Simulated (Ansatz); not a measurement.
## Abstraction of F: SnH3F + CF3 → SnH3 + CF4

Gas-phase species: SnH3F `[F][SnH3]`, singlet; CF3 `F[C](F)F`, doublet; SnH3 `[SnH3]`, doublet; CF4 (tetrafluoromethane) `FC(F)(F)F`, singlet. A radical takes F: the energy is the difference in strength between the Sn–F bond broken and the C–F bond made.

Shapes, held fixed at every level: PBE0-D4/def2-TZVP. Programs: Ansatz 0.2.0. The zero-point and thermal change to 298 K, harmonic and unscaled (PBE0-D4/def2-TZVP), is +1.1 kJ/mol.

```csv
level,kind,ΔH(298 K) (kJ/mol),less CCSD(T)/def2-TZVPP
PBE-D4/def2-TZVPP,GGA,-45.9,+12.5
B3LYP-D4/def2-TZVPP,global hybrid,-40.9,+17.5
BHLYP-D4/def2-TZVPP,global hybrid,-47.2,+11.2
wB97X-V/def2-TZVPP,range-separated hybrid,-45.4,+13.0
B2PLYP/def2-TZVPP,double hybrid,-43.4,+15.0
CCSD(T)/def2-SVP,coupled cluster or CI,-87.7,-29.3
CCSD/def2-SVP,coupled cluster or CI,-85.5,-27.1
CCSD(T)/def2-TZVPP,coupled cluster or CI,-58.4,0.0
```

The highest level, CCSD(T)/def2-TZVPP, gives ΔH(298 K) = -58.4 kJ/mol; the levels span -87.7 to -40.9. The column of differences is taken from that level and isn't an error. No measured value is set beside it here. Open shells run unrestricted. For atoms past krypton def2 sets carry core potentials with scalar relativity. Outer-core shells of Sn are correlated, in sets that cover them unevenly.

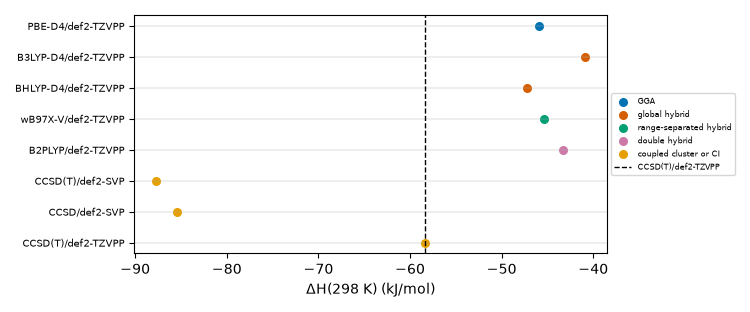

The values of the table, level by level.
